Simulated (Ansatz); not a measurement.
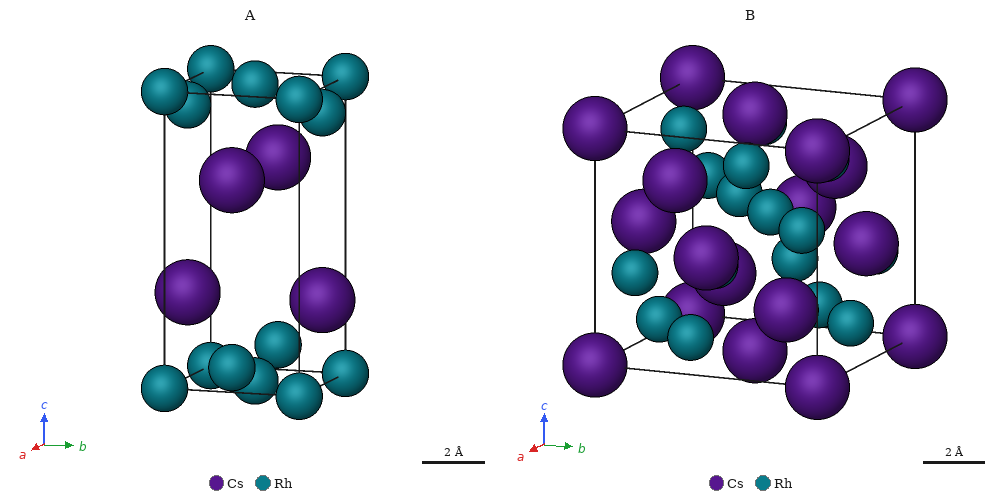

Two structures of CsRh2, each relaxed to rest (conventional cells in solid outline, small ones repeated, not to one scale). Method: DFT PBE, scalar-relativistic, plane waves, PAW in Ansatz 0.2.0, without spin polarisation.

What are A and B?

A: 6 atoms a cell on a primitive tetragonal lattice, P4/nmm. B: cubic Laves phase (C15, MgCu₂ type), Fd-3m.

Which has the lower energy, and by how much?

A is lower, by 487 meV/atom at this level of theory (energies at zero smearing). Volumes: A 35.6, B 21.8 Å³/atom.

One or both may be structure types tried for this composition rather than known phases.
